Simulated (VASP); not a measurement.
Band structure of KBr (relaxed from the zinc blende structure, space group F-43m). Method: PBE GGA, VASP's PBE PAW potentials (set 64) (plane waves; VASP).

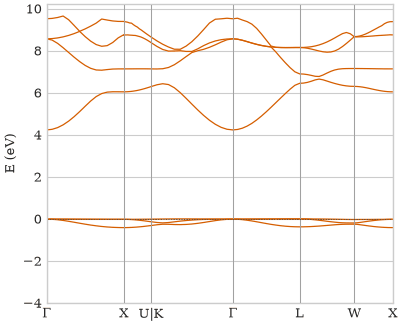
Figure. Bands along high-symmetry lines, zero at the valence-band maximum or, without a gap, the Fermi level

Q: Read the plot: is there a gap, and where are the band edges?

A: The gap is indirect, 4.23 eV, from the valence maximum at K-Γ at 0.43 to the conduction minimum at Γ. (Edges off the drawn lines would not show.)

The structure was generated: KBr was put into the zinc blende type (F-43m), which need not be its known phase. It was relaxed first.
